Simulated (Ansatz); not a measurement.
## Run report: H₂₁O₁₀F, geometry relaxation (part 2 of 3)

Continued. System: H₂₁O₁₀F (disordered cell, 32 atoms in the cell). Method: DFT PBE, scalar-relativistic, plane waves, PAW, no spin polarisation (Ansatz 0.2.0); cutoff 420 eV, 1×1×1 k-mesh, Fermi–Dirac smearing of 0.02 eV. The run did not end well. It belongs to a series of runs on one base structure; here: start relaxed. The run did not end well; see the last part.

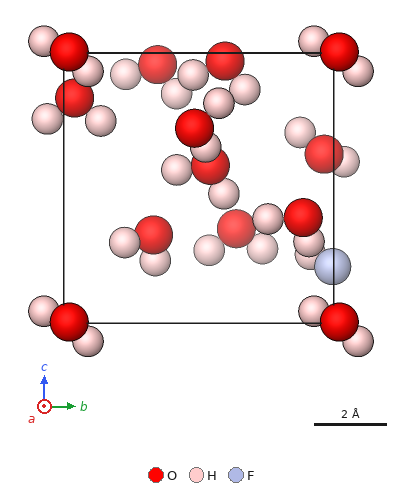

The geometry at step 4 of the log (spheres-only view of the cell of the calculation, along the a axis).

```
Step failed. What follows is not a result of the run: it is the report of the last solve that finished, which converged after 8 SCF iterations.
Free energy (F): -6821.138078 eV
Harris-Foulkes:  -6821.138078 eV  (|F-HF|=1.56e-10)
Internal energy: -6821.138078 eV  (E = F + TS)
E sigma→0 (E₀):  -6821.138078 eV
Fermi energy:    -1.665503 eV
--- Per-component energies (eV) ---
  E_band       = -964.601074
  E_kinetic    = 2240.037339
  E_local      = -8236.672779  (includes V_loc(G=0)·N_el)
  E_nonlocal   = 590.089828
  E_hartree    = 3078.874387
  E_xc         = -995.240904
  E_vxc        = -1272.022946  (∫ρ·V_xc dr)
  E_paw        = -1798.214149  (= ΣΔE_a)
  E_vpaw       = -443.787739  (= ΣTr[D̂ρ^β])
  E_aug_tail   = 0.002072  (compensation charges beyond the density's cutoff)
  E_ewald      = -1700.013871
  E_smearing   = -0.000000  (= −TS)
  E_closure    = -0.000000  (closes the sum)
  Σ components = -6821.138078   (vs F -6821.138078, Δ=0.00e0)
--- Forces (eV/Å), atoms counted from 1 ---
  atom   1  O      0.09804309     0.06722079    -0.06617299
  atom   2  H     -0.10144344     0.03297723     0.05094496
  atom   3  H     -0.02610661    -0.01966328     0.01897160
  atom   4  O     -0.04074650     0.08276384     0.02166291
  atom   5  H      0.06452322    -0.04248909     0.00429668
  atom   6  H     -0.02474097    -0.01741737    -0.03481450
  atom   7  O     -0.10867842    -0.01577936    -0.20778234
  atom   8  H      0.15325998     0.03562377     0.25182897
  atom   9  H      0.00069740    -0.09426093     0.04594353
  atom  10  O     -0.23742198    -0.12647987    -0.35636908
  atom  11  H      0.25562893    -0.00078761     0.27987239
  atom  12  H      0.00002622     0.01597112    -0.01669687
  atom  13  O      0.00615572    -0.07723095     0.06175699
  atom  14  H     -0.05350550     0.09023477    -0.02770936
  atom  15  H     -0.00902641     0.01301382     0.05050370
  atom  16  O     -0.37835232     0.23497469    -0.19479711
  atom  17  H      0.27607414    -0.00710785    -0.20435885
  atom  18  H      0.17631182    -0.25065061     0.46769434
  atom  19  O     -0.18851387    -0.00549853    -0.06419360
  atom  20  H      0.13434378    -0.07421164    -0.10828652
  atom  21  H      0.06381612     0.09733947     0.12490972
  atom  22  O     -0.28382513    -0.04396510    -0.15897928
  atom  23  H      0.17218622     0.01912658    -0.04936434
  atom  24  H      0.17396445     0.06519977     0.22588534
  atom  25  O     -0.22887052    -0.36382511    -0.00685192
  atom  26  H      0.12521251     0.07382114    -0.04793981
  atom  27  H      0.10117757     0.36738074    -0.08147811
  atom  28  O     -0.09044351    -0.15088944     0.19443025
  atom  29  H      0.06967853     0.01875856     0.01420019
  atom  30  H      0.06383748     0.14146621    -0.23324039
  atom  31  F      0.19078198     0.34804123     0.03467950
  atom  32  H     -0.35406612    -0.41363915     0.01147805
  max |Σ_I F_I| component: 2.40e-5 eV/Å
End of that report.
Error: geometry relaxation did not converge after 15 steps: max|allowed force component| = 4.68e-1 eV/Å (threshold 3.0e-1). Raise `relax.max_steps` over both its present limit and 15, loosen `relax.f_tol`, or start from a geometry closer to equilibrium. Where this run's directory can be resumed (`checkpoint.write`), a resume goes on for up to `relax.max_steps` more
```

**Trajectory as extended XYZ (Å, eV, eV/Å), 15 frames, from step=1 to step=15**
```
32
Lattice="7.5723 0.0000 0.0000 0.0000 7.5723 0.0000 0.0000 0.0000 7.5723" Properties=species:S:1:pos:R:3:forces:R:3 step=1 energy=-6816.20333
O     0.5971    4.8645    2.7259   -0.0310   0.1210   0.1059
H     0.4753    5.6475    2.1689   -0.1717  -0.1354  -0.0253
H     0.5672    4.1253    2.1007   -0.0313  -0.2415  -0.2001
O     4.3718    0.3356    6.2555    0.6500   0.1220   0.6688
H     4.7526    0.9992    5.6615   -0.0043  -0.1149  -0.0991
H     4.7575   -0.4994    5.9520   -0.0476   0.1057  -0.3309
O     4.1083    4.3475    7.1899   -0.1476   0.2935   0.6626
H     4.1218    5.0954    6.5746   -0.1261  -0.2833  -0.1834
H     4.0752    3.5701    6.6131    0.0575   0.1777   0.0103
O     5.7562    6.6049    3.0225    0.1371   0.2698  -0.0215
H     5.3051    6.9578    2.2414   -0.1926   0.0866  -0.0321
H     6.2187    5.8208    2.6916   -0.0775  -0.3824   0.2228
O     1.1037    2.4855    7.1471    0.4770   0.3102   0.3078
H     1.2686    3.1877    6.5007    0.0102  -0.0585  -0.1348
H     0.9769    1.6930    6.6049    0.1711   0.0589   0.2215
O     2.3448    7.3619    4.8328   -0.6117  -0.0997  -0.3131
H     2.0246    6.5865    5.3169    0.0152  -0.0701   0.0392
H     1.5486    7.8951    4.6916   -0.0645   0.0054  -0.2629
O     4.0361    4.0773    4.3643    0.5565   0.4736   0.8619
H     3.4673    4.3436    3.6269    0.1022  -0.2343  -0.1685
H     3.9489    3.1131    4.3912   -0.3557   0.0742  -0.4655
O     6.6754    3.6683    5.6575    0.2717  -0.1607  -0.1116
H     6.9609    4.4995    6.0644   -0.1474  -0.0836   0.0438
H     6.0089    3.9412    5.0098   -0.3347   0.2722  -0.3297
O     3.0720    2.5053    2.6029   -0.1149  -0.0963  -0.1034
H     2.3869    2.6191    1.9278    0.0033  -0.2290  -0.2844
H     3.5991    1.7602    2.2786   -0.1274  -0.0479  -0.1477
O     7.0258    0.4257    7.7474    0.3028  -0.3246   0.3027
H     6.9749    0.5435    6.7874   -0.3859   0.0546  -0.0042
H     6.8669   -0.5211    7.8760   -0.2165  -0.0557  -0.1228
F     2.1235    7.5566    1.7692    0.0212  -0.0866  -0.1420
H     1.4907    6.8725    1.8289    0.4132   0.2791   0.0349
32
Lattice="7.5723 0.0000 0.0000 0.0000 7.5723 0.0000 0.0000 0.0000 7.5723" Properties=species:S:1:pos:R:3:forces:R:3 step=2 energy=-6816.88065
O     0.5846    4.8441    2.7144   -0.0396   0.0220  -0.0193
H     0.4266    5.6218    2.1590   -0.1778  -0.0537  -0.0519
H     0.5607    4.1013    2.0882    0.0134  -0.1117  -0.0887
O     4.5301    0.3530    6.3679    1.0296  -0.5584  -1.2342
H     4.7414    1.0013    5.6491   -0.3529  -0.4910   0.6505
H     4.7366   -0.4987    5.8848   -0.4633   1.0578   0.4653
O     4.0642    4.3895    7.2436   -0.0171   0.1930   0.3116
H     4.0893    5.0912    6.5747   -0.1224  -0.1985  -0.0593
H     4.0912    3.5856    6.6972    0.0087   0.1727   0.1872
O     5.8085    6.6586    3.0148    0.1928  -0.3968  -0.4896
H     5.2819    6.9414    2.2432    0.0076  -0.0058   0.2340
H     6.1548    5.7756    2.7451   -0.3095   0.3538   0.4268
O     1.2212    2.5346    7.1852    0.2962   0.3147  -0.2261
H     1.2787    3.2009    6.4737    0.0011  -0.2262   0.1832
H     1.0262    1.7128    6.6997    0.1188   0.1256   0.4163
O     2.2873    7.3394    4.7701   -0.1555  -0.2057  -0.0230
H     1.9922    6.5929    5.3184   -0.0030   0.1254  -0.0545
H     1.4935    7.8763    4.6354   -0.0753   0.0099  -0.1630
O     4.0386    4.0924    4.4232    0.2060   0.1878   0.1725
H     3.5465    4.3827    3.6321    0.1713  -0.1140   0.0725
H     3.9319    3.1275    4.3642   -0.2366   0.1291  -0.2636
O     6.6910    3.6669    5.5722    0.1546   0.2475   0.0192
H     6.9246    4.4666    6.0807   -0.1878  -0.3791  -0.0883
H     5.9825    3.9794    4.9774   -0.1363   0.0698  -0.1306
O     3.0439    2.4846    2.5609    0.0542   0.0786   0.0632
H     2.3771    2.5784    1.8637   -0.0129  -0.1417  -0.2667
H     3.5849    1.7417    2.2557   -0.1125  -0.0631  -0.1065
O     7.1114    0.3620    7.7734    0.0515  -0.5774  -0.8093
H     6.8722    0.5664    6.8316   -0.2203  -0.0510   1.0116
H     6.8044   -0.5644    7.8567   -0.0583   0.4394  -0.0447
F     2.1768    7.5819    1.7245    0.1120  -0.0793  -0.1642
H     1.5566    6.8960    1.8429    0.2634   0.1263   0.0694
32
Lattice="7.5723 0.0000 0.0000 0.0000 7.5723 0.0000 0.0000 0.0000 7.5723" Properties=species:S:1:pos:R:3:forces:R:3 step=3 energy=-6817.23089
O     0.5679    4.8363    2.6909   -0.0103   0.0516  -0.1015
H     0.3570    5.6021    2.1334   -0.1846  -0.0726  -0.0490
H     0.5699    4.0868    2.0697    0.0320  -0.0243  -0.0514
O     4.6893    0.3360    6.3903    0.3800  -0.6611  -2.8334
H     4.6755    0.9996    5.6277   -0.0991  -0.7387   1.3896
H     4.6611   -0.4920    5.7859   -0.0428   1.4628   1.2957
O     4.0783    4.4412    7.2939    0.0347   0.2283  -0.0449
H     4.0408    5.0877    6.5658   -0.0787  -0.2749   0.1298
H     4.0867    3.6003    6.8008   -0.0080   0.1901   0.2659
O     5.8547    6.6918    3.0016    0.0114  -0.7865  -0.6317
H     5.2598    6.9171    2.2567    0.1082  -0.0023   0.3483
H     6.0913    5.7452    2.8118   -0.2477   0.7181   0.4381
O     1.3062    2.5914    7.2193    0.1414   0.1234  -0.5515
H     1.2858    3.1941    6.4450   -0.0071  -0.2826   0.3916
H     1.0617    1.7277    6.8248    0.0961   0.2591   0.5115
O     2.2790    7.3228    4.7524    0.0205  -0.1560  -0.0014
H     1.9702    6.6047    5.3302   -0.0855   0.1492  -0.0491
H     1.4943    7.8667    4.5874   -0.0356  -0.0212  -0.0659
O     4.0614    4.0997    4.4241    0.0580   0.0607   0.0421
H     3.5893    4.4265    3.6343    0.1475  -0.0425   0.0907
H     3.8878    3.1434    4.3380   -0.1372   0.2136  -0.1823
O     6.7058    3.6613    5.5188    0.0929   0.4210   0.1772
H     6.8788    4.4224    6.1111   -0.1800  -0.4859  -0.1868
H     5.9714    3.9866    4.9576   -0.0358  -0.0445  -0.0569
O     3.0488    2.4989    2.5192    0.0989   0.0144   0.0365
H     2.3843    2.5648    1.8141    0.0035  -0.0757  -0.2193
H     3.5698    1.7250    2.2537   -0.1487  -0.0167  -0.0488
O     7.2766    0.2669    7.7433   -2.3923  -0.7133  -2.2668
H     6.7096    0.6232    6.9240    1.1922  -0.6711   2.2236
H     6.7259   -0.5718    7.8613    0.9144   1.2239   0.0486
F     2.2473    7.5719    1.6622    0.0366  -0.2335  -0.1021
H     1.6247    6.9053    1.8747    0.3253   0.1872   0.0535
32
Lattice="7.5723 0.0000 0.0000 0.0000 7.5723 0.0000 0.0000 0.0000 7.5723" Properties=species:S:1:pos:R:3:forces:R:3 step=4 energy=-6817.84419
O     0.5619    4.8379    2.6454   -0.0198   0.2448  -0.2338
H     0.2412    5.5707    2.0871   -0.1088  -0.1802   0.0811
H     0.5835    4.0751    2.0416    0.0591  -0.0014  -0.0559
O     4.8194    0.3032    6.3112   -0.4400   0.4680  -1.5487
H     4.5939    1.0349    5.6668    0.2613  -0.7593   1.0032
H     4.5943   -0.4611    5.7244    0.2467   0.4682   0.5033
O     4.0950    4.5214    7.3459    0.0840   0.0742  -0.2620
H     3.9849    5.0758    6.5489   -0.0178  -0.3031   0.2182
H     4.0869    3.6238    6.9569   -0.0557   0.3257   0.2994
O     5.9080    6.7140    2.9568   -0.2741  -0.9143  -0.5864
H     5.2073    6.8752    2.2884    0.1962   0.0073   0.3517
H     6.0106    5.7256    2.9187   -0.0644   0.8191   0.2700
O     1.4014    2.6312    7.2461   -0.0095  -0.1073  -0.3986
H     1.2688    3.1617    6.4344   -0.0042  -0.1403   0.2889
H     1.0960    1.7389    6.9756    0.0919   0.2354   0.4092
O     2.2700    7.2990    4.7358    0.0666  -0.0924  -0.0435
H     1.9230    6.6261    5.3448   -0.1326   0.1266  -0.0324
H     1.5049    7.8575    4.5249   -0.0017  -0.0327   0.0141
O     4.0604    4.1095    4.4220    0.1307   0.2476   0.0575
H     3.6438    4.4894    3.6262    0.0481  -0.0530   0.0936
H     3.8458    3.1693    4.2941   -0.1564   0.0676  -0.1965
O     6.7351    3.6657    5.4641    0.1415   0.4110   0.4905
H     6.8080    4.3500    6.1656   -0.1510  -0.4795  -0.3390
H     5.9713    3.9777    4.9391   -0.0898  -0.0451  -0.0792
O     3.0560    2.5147    2.4721    0.1639  -0.0529   0.0681
H     2.4048    2.5639    1.7528   -0.0119  -0.0056  -0.2259
H     3.5499    1.7066    2.2586   -0.1828  -0.0092  -0.0277
O     7.3445    0.1520    7.6013   -2.2180   0.2221  -0.8272
H     6.6410    0.6779    7.0592    1.3004  -1.0014   0.8604
H     6.7144   -0.5580    7.9037    0.8526   0.6226  -0.1552
F     2.3509    7.5389    1.5832   -0.0858  -0.3570   0.0076
H     1.7348    6.9153    1.9281    0.3813   0.1941  -0.0049
32
Lattice="7.5723 0.0000 0.0000 0.0000 7.5723 0.0000 0.0000 0.0000 7.5723" Properties=species:S:1:pos:R:3:forces:R:3 step=5 energy=-6818.26389
O     0.6011    4.8773    2.5752   -0.3175   0.6755  -0.6060
H     0.1080    5.5479    2.0365    0.2724  -0.5553   0.4889
H     0.6252    4.0927    1.9992    0.0794   0.0277  -0.0393
O     4.8391    0.3132    6.2594   -0.1793   0.9893  -0.4775
H     4.5297    1.0773    5.7136    0.2283  -0.5803   0.5986
H     4.5999   -0.4212    5.6789   -0.0166  -0.2367  -0.1377
O     4.1889    4.6121    7.3819   -0.3099  -0.6089  -1.1172
H     3.9396    5.0376    6.5196    0.2412  -0.4391   0.7923
H     4.0432    3.6533    7.1434    0.1169   1.0817   0.5121
O     5.9472    6.7196    2.8509   -1.0908  -1.6075  -0.5704
H     5.1097    6.8098    2.3156    0.8315   0.0797   0.5143
H     5.9468    5.7236    3.0181    0.1240   1.4174  -0.0037
O     1.4980    2.6503    7.2635   -0.3466  -0.3593  -0.6223
H     1.2212    3.1217    6.4433    0.0810  -0.2024   0.5038
H     1.1038    1.7507    7.1338    0.2513   0.4872   0.3859
O     2.2511    7.2548    4.6993   -0.1306  -0.1159   0.0140
H     1.8575    6.6554    5.3613   -0.0171   0.2145  -0.1539
H     1.5310    7.8747    4.4880    0.0940  -0.0715   0.0568
O     4.0802    4.1278    4.4071    0.0281   0.2407  -0.0044
H     3.6694    4.5653    3.6378    0.0311  -0.0348   0.1218
H     3.7979    3.2095    4.2423   -0.0764   0.0743  -0.1865
O     6.7506    3.6711    5.4688    0.1512   0.4394   0.6124
H     6.7200    4.2955    6.2303   -0.1480  -0.4843  -0.4530
H     5.9820    3.9518    4.9325   -0.0616  -0.0748  -0.0183
O     3.0682    2.5167    2.4277    0.1863  -0.2379   0.0302
H     2.4494    2.5948    1.6801    0.0131   0.0313  -0.1644
H     3.4954    1.6562    2.2629   -0.2506   0.1093  -0.0214
O     7.3337    0.1522    7.5621   -0.6811  -0.0695  -0.2563
H     6.6369    0.6094    7.0273    0.2401  -0.3157   0.0954
H     6.7755   -0.5606    7.9433    0.4310   0.3683   0.0143
F     2.4435    7.4562    1.5054   -0.3854  -0.6117   0.4452
H     1.8682    6.8871    2.0148    0.6126   0.3682  -0.3559
32
Lattice="7.5723 0.0000 0.0000 0.0000 7.5723 0.0000 0.0000 0.0000 7.5723" Properties=species:S:1:pos:R:3:forces:R:3 step=6 energy=-6818.70978
O     0.6923    4.9574    2.4894   -0.7867   0.7745  -0.8318
H     0.0092    5.5330    2.0308    0.7479  -0.6520   0.7013
H     0.6824    4.1438    1.9516    0.1426   0.0823   0.0229
O     4.8433    0.3439    6.2167    0.0840   0.5192   0.0820
H     4.4569    1.1115    5.7626   -0.0128  -0.0782   0.1471
H     4.5797   -0.3839    5.6431   -0.0880  -0.2566  -0.2119
O     4.2688    4.6653    7.3832   -0.5349  -1.2415  -0.7328
H     3.9473    4.9712    6.5008    0.2584  -0.1877   0.5280
H     3.9999    3.6962    7.3257    0.3444   1.3811   0.3288
O     5.9239    6.6732    2.7500   -0.4898  -1.1745  -0.0179
H     5.0609    6.7554    2.2864    0.3189   0.0109   0.1014
H     5.8880    5.7366    3.0989    0.0684   1.0598  -0.2340
O     1.5697    2.6286    7.2494   -0.4796  -0.1517  -0.5175
H     1.1373    3.0889    6.4888    0.2195  -0.1806   0.4964
H     1.1099    1.7534    7.2456    0.1817   0.2234   0.2625
O     2.2191    7.2046    4.6302   -0.3854   0.0841   0.1526
H     1.8162    6.6954    5.3630    0.0676   0.1800  -0.2449
H     1.5620    7.9149    4.4775    0.2992  -0.2387   0.0412
O     4.0895    4.1523    4.3923    0.0067   0.1979  -0.0470
H     3.6726    4.6410    3.6589    0.0058   0.0417   0.1320
H     3.7880    3.2512    4.1697   -0.0445   0.0226  -0.1764
O     6.7802    3.7088    5.4940   -0.1415   0.4671   0.6303
H     6.5955    4.2346    6.3101   -0.0485  -0.4222  -0.5626
H     5.9919    3.9094    4.9429    0.1347  -0.1078   0.0969
O     3.0815    2.4956    2.3977    0.1214  -0.2837  -0.0953
H     2.5007    2.6381    1.6244    0.0592   0.0077  -0.0283
H     3.4157    1.5895    2.2522   -0.2653   0.1497  -0.0146
O     7.3615    0.1492    7.4450   -0.4311  -0.8778   0.9728
H     6.6146    0.5557    6.9725   -0.3698  -0.0671  -0.3667
H     6.8623   -0.4611    8.0715    0.8732   0.9945  -0.7363
F     2.5105    7.3466    1.5289    0.0948  -0.0827   0.0996
H     1.9802    6.7835    2.0699    0.0506  -0.1937   0.0207
32
Lattice="7.5723 0.0000 0.0000 0.0000 7.5723 0.0000 0.0000 0.0000 7.5723" Properties=species:S:1:pos:R:3:forces:R:3 step=7 energy=-6819.17125
O     0.7712    5.0364    2.4021   -0.7538   0.5906  -0.5740
H    -0.0370    5.5171    2.0598    0.7246  -0.4076   0.4832
H     0.7579    4.2034    1.8951    0.1683   0.1114  -0.0040
O     4.8613    0.3734    6.1769   -0.0721   0.2262  -0.2128
H     4.3783    1.1358    5.8089    0.0908  -0.1336   0.2088
H     4.5456   -0.3538    5.6150   -0.0180   0.0360   0.0489
O     4.3274    4.6504    7.3728   -0.3277  -0.9637  -0.0008
H     3.9876    4.9036    6.4959    0.0593  -0.0284  -0.0442
H     3.9581    3.7291    7.4480    0.3481   0.9036   0.1268
O     5.9065    6.6191    2.6256   -0.0708  -1.1141   0.6110
H     5.0195    6.7018    2.2335   -0.0464  -0.0093  -0.1825
H     5.8326    5.7847    3.1750    0.0800   1.0194  -0.5747
O     1.5865    2.6038    7.2551   -0.1567   0.0176  -0.1077
H     1.0865    3.0656    6.5481    0.0636  -0.0571   0.2226
H     1.0992    1.7534    7.3431   -0.0448  -0.0594   0.0863
O     2.2152    7.1886    4.6302   -0.2059   0.0794   0.0768
H     1.7611    6.7083    5.3476    0.0110   0.0870  -0.0831
H     1.6108    7.9360    4.4566    0.2118  -0.1656   0.0258
O     4.1112    4.1719    4.3680   -0.1856   0.2786  -0.2474
H     3.6541    4.7354    3.7098    0.1084  -0.0678   0.3008
H     3.7890    3.2958    4.0725    0.0215   0.0406  -0.1964
O     6.7922    3.7531    5.5558   -0.4051   0.4319   0.3832
H     6.4628    4.2069    6.3694    0.0368  -0.3466  -0.4744
H     6.0262    3.8738    4.9458    0.3368  -0.1188   0.2482
O     3.1115    2.4787    2.3498    0.1296  -0.5683  -0.0618
H     2.5223    2.6550    1.5901    0.0140   0.0256  -0.0692
H     3.3092    1.5213    2.2447   -0.2318   0.3964   0.0217
O     7.3915    0.1973    7.4106   -0.7994  -0.4808   0.6420
H     6.5914    0.4584    6.8833    0.2303  -0.2332   0.1634
H     6.9769   -0.3266    8.1597    0.6322   0.8164  -0.8869
F     2.5719    7.2585    1.6016    0.3159   0.1825  -0.0541
H     2.0326    6.6477    2.0736   -0.2645  -0.4888   0.1237
```
